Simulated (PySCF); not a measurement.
```xyz
19

C     3.0910    0.6674   -0.5134
C     2.5849   -0.5477   -0.4364
C     1.1250   -0.8510   -0.2769
O     0.3576    0.3109   -0.2226
Si   -1.2212    0.4764    0.1431
C    -2.3657   -0.4153   -1.0869
N    -1.4360    0.0285    1.8064
O    -1.5469    2.0569   -0.0192
H     4.1472    0.8405   -0.6258
H     2.4521    1.5320   -0.4667
H     3.2128   -1.4278   -0.4844
H     0.9846   -1.4445    0.6387
H     0.7945   -1.4754   -1.1211
H    -2.3711   -1.4905   -0.9259
H    -2.0561   -0.2377   -2.1121
H    -3.3879   -0.0647   -0.9918
H    -1.1206   -0.8763    2.1149
H    -2.3197    0.2387    2.2401
H    -0.9343    2.6890    0.3477
```

Geometry: GFN2-xTB.

Level of theory: PBE0/pcSseg-1, SCF density, gas phase, non-relativistic in PySCF 2.14.0.

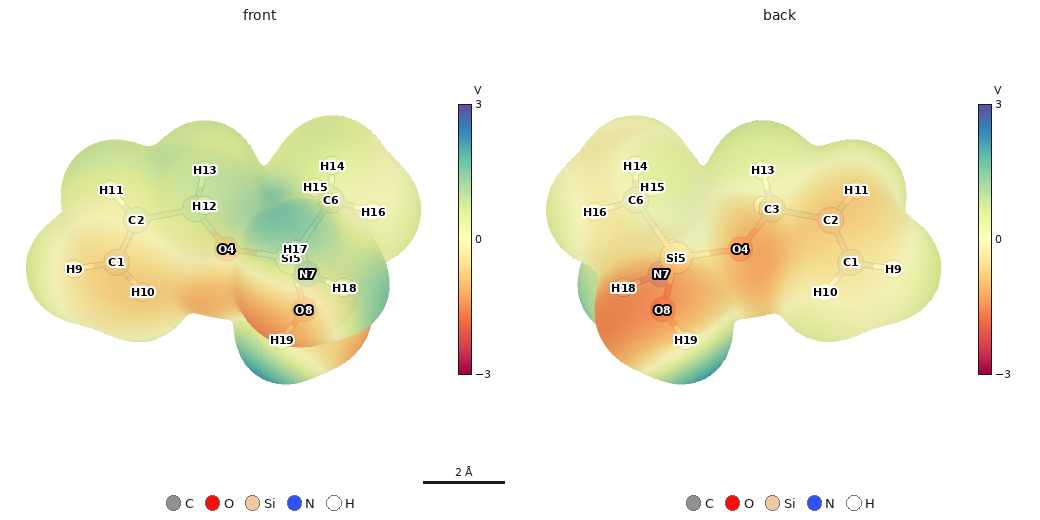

C$_{4}$H$_{11}$NO$_{2}$Si. The electrostatic potential painted on the density surface at 0.002 e/bohr³, seen from the front and from behind; the colour scale runs from red (negative) to blue (positive).

Where is the surface potential most negative and most positive?

The most negative region (about −1.6 V, or −37 kcal/mol for a unit charge) lies over O8, the most positive (about +2.1 V, or +48 kcal/mol for a unit charge) over H19. O8 is the likeliest acceptor of a hydrogen bond.
